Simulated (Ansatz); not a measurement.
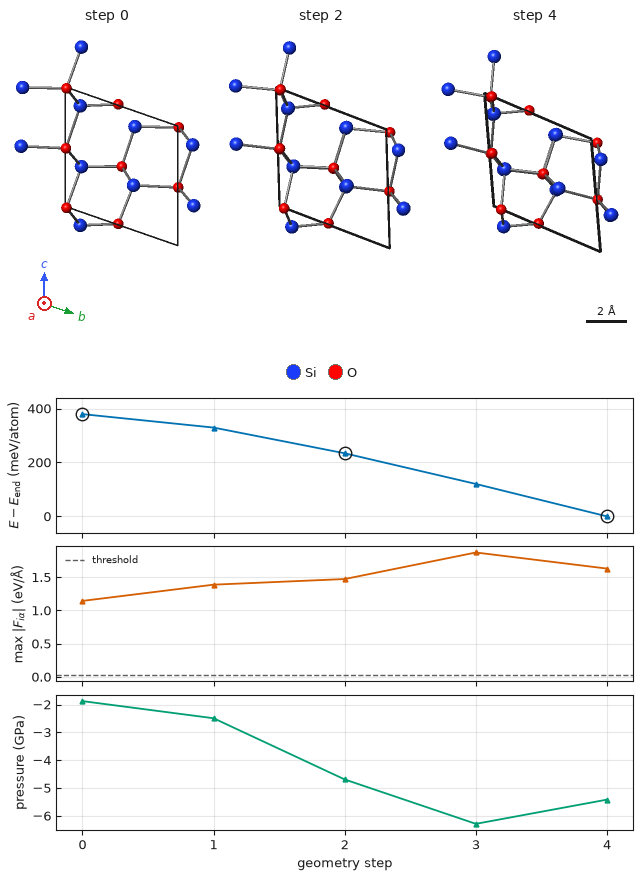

Frames of a relaxation of crystalline SiO (a generated structure, set up in P1) (coarse preliminary run), marked on the history of the run. The picture is a ball-and-stick view of the cell of the calculation, seen along the a axis.

All numbers below come from DFT PBE, scalar-relativistic, plane waves, PAW (Ansatz 0.2.0).

Input
```yaml
crystal:
  lattice:
    - [-0.0024999538, 2.4958046255, 2.4439767504]
    - [4.8643445768, 2.4644100008, -2.4175820334]
    - [-4.8828526693, 2.487918001, -2.4310902183]
  atoms:
    - { symbol: Si, position: [0.5290663937, 0.1343216218, 0.8853172078] }
    - { symbol: Si, position: [1.0159052267, 0.6206768908, 0.8709856494] }
    - { symbol: Si, position: [0.9874283112, 0.1443673676, 0.3804020418] }
    - { symbol: Si, position: [0.4879161555, 0.6077014367, 0.375570186] }
    - { symbol: O, position: [0.9887668162, 0.5036803042, 0.4988042392] }
    - { symbol: O, position: [0.4579707823, 1.0058169122, 0.4881301616] }
    - { symbol: O, position: [0.5071284854, 0.4722326551, 1.0087894067] }
    - { symbol: O, position: [0.0258178291, 0.0112028116, -0.0079988924] }
basis:
  ecutwfc: 420
kpoints:
  mp_grid: { grid: [6, 4, 4] }
hamiltonian:
  xc: pbe
scf:
  occupations: { method: gaussian, width: 0.2 }
  lower_state_search: "off"
output:
  forces: true
  stress: true
  eigenvalues: true
relax:
  adjacent_minimum: "off"
  f_tol: 0.025
  max_steps: 60
  cell: { stress_tol: 0.25 }
```

Launched with:
```bash
ansatz run input.yaml --threads 1 --pin off --max-ram 2048MiB --backend cpu --events-out ev --progress --plain --runs-dir out
```

**Describe the path.**

The run was cut off at its time limit before the relaxation converged, so the last structure is only a point on the way. After 4 geometry steps the energy has fallen by 379 meV per atom. The largest force component goes from 1.1 to 1.6 eV/Å. Pressure: −1.88 GPa at the start and −5.42 GPa at the end. O6 moves most relative to the cell: 0.61 Å roughly along −a. By element the largest moves are O 0.61 Å, Si 0.38 Å. Cell: a 3.493 → 3.556 Å (+1.8 %), b 5.965 → 5.825 Å (−2.3 %), c 5.995 → 5.692 Å (−5.1 %), α 109.2° → 117.9°, β 89.2° → 88.2°, γ 89.4° → 87.8°. Volume −11.9 %. Among the contacts that change: Si1–Si4 3.598 → 2.647 Å, Si2–Si3 3.580 → 2.869 Å, Si1–Si2 3.463 → 3.044 Å, Si1–Si3 3.424 → 3.019 Å. Bond angles that change, for instance: O5–Si3–O8 110.0° → 82.4°, Si3–O5–Si4 107.4° → 134.2°, Si2–O8–Si3 108.8° → 83.2°. The space group stays P1 (No. 1). From step 0 to 2: O6 moves most (0.27 Å), volume −3.3 %, energy −145 meV per atom. From step 2 to 4: O6 moves most (0.35 Å), volume −8.9 %, energy −234 meV per atom.

```json
{"step": "0", "E − E(0), meV/atom": "0.00", "largest force component, eV/Å": "1.1442", "pressure, GPa": "-1.88", "volume, Å³/atom": "14.745"}
{"step": "1", "E − E(0), meV/atom": "-49.92", "largest force component, eV/Å": "1.3887", "pressure, GPa": "-2.49", "volume, Å³/atom": "14.558"}
{"step": "2", "E − E(0), meV/atom": "-145.31", "largest force component, eV/Å": "1.4736", "pressure, GPa": "-4.69", "volume, Å³/atom": "14.260"}
{"step": "3", "E − E(0), meV/atom": "-258.97", "largest force component, eV/Å": "1.8733", "pressure, GPa": "-6.29", "volume, Å³/atom": "13.688"}
{"step": "4", "E − E(0), meV/atom": "-379.28", "largest force component, eV/Å": "1.6311", "pressure, GPa": "-5.42", "volume, Å³/atom": "12.992"}
```
